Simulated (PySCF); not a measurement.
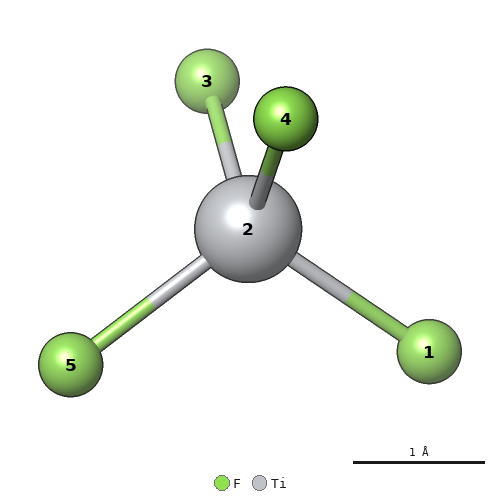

Orthographic view. Atoms fade into the background with distance from the viewer. The species is neutral and a spin singlet. The geometry was computed by an optimisation with PBE0-D3(BJ)/def2-SVP. No frequency run is at hand to confirm it as a minimum.

Write a Z-matrix (Å, degrees) in the order of the atom numbers, with these reference atoms: 2 to 1; 3 to 2, 1; 4 to 2, 1, 3; 5 to 2, 1, 4.

```
F  
Ti   1   1.725
F    2   1.726   1   109.7
F    2   1.726   1   109.2   3  -120.0
F    2   1.725   1   109.4   4  -120.1
```
